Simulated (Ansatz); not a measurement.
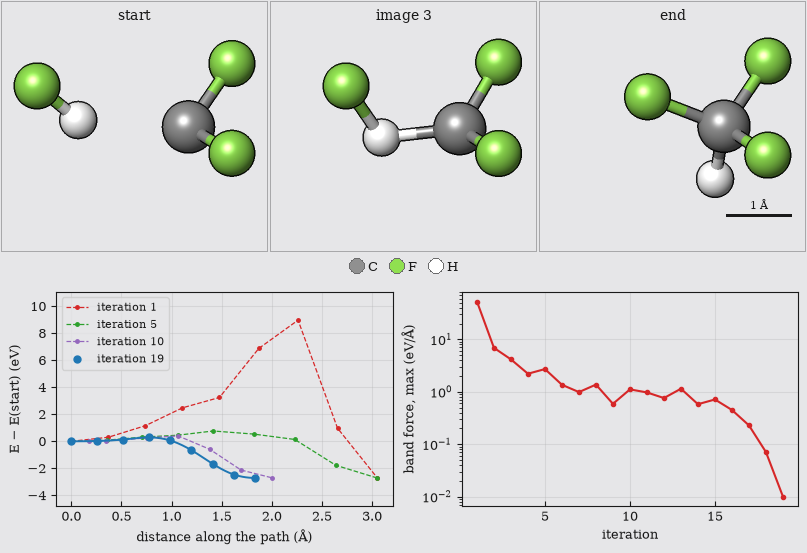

NEB run on CHF3. Images are numbered from 0 (start) to 8 (end). The plot follows the band through its iterations. A ball-and-stick model, seen from a free direction.

These are results of RKS PBE-D4/def2-SVP (Ansatz 0.2.0), not measurements. Run with 7 movable images; climbing image; force threshold 0.05 eV/Å; iteration limit 60; starting path through a guess of the saddle point.

**Judge this run.**

The result is final at these settings. The band converged in 19 iterations. The largest component of the band force went from 53 to 0.01 eV/Å. The climbing image converged on the top of the path. Its vibrational analysis gives one imaginary mode (939i cm⁻¹), as a transition state must have. The first iteration put the highest image at 8.97 eV. The highest point, image 3, lies 0.29 eV above the start and 3.00 eV above the end; the end is at −2.71 eV relative to the start.
